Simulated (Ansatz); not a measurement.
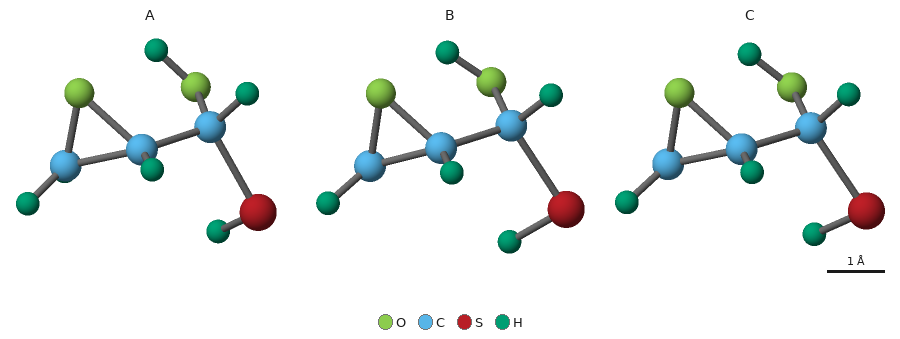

3 geometries from one relaxation of C$_{3}$H$_{6}$O$_{2}$S (coarse preliminary run), in shuffled order. The picture is a ball-and-stick view, seen from a free direction.

The start comes from a force field.

All numbers below come from RKS PBE-D4/def2-SVP (Ansatz). Settings: force threshold 0.03 eV/Å; at most 200 steps.

Q: Order the frames from highest to lowest energy.

A: A, C, B. They are steps 0, 1, 5, at +0.565 eV, +0.090 eV relative to the last. The atom that moves furthest after the best rigid fit is an H atom (0.36 Å). By element the largest moves are H 0.36 Å, S 0.18 Å, O 0.12 Å, C 0.10 Å. Near-neighbour distances that change, for instance: C–H 1.008 → 1.106 Å, C–C 1.542 → 1.472 Å, C–O 1.502 → 1.439 Å, C–S 1.778 → 1.832 Å. Bond angles that change, for instance: S–C–H 107.9° → 102.3°, O–C–C 116.0° → 110.6°, O–C–H 119.9° → 115.3°. Groups turn about C–S by about 25°. After 5 geometry steps the energy has fallen by 0.565 eV. Largest force component: 6.3 eV/Å at the start, 0.028 eV/Å at the end.
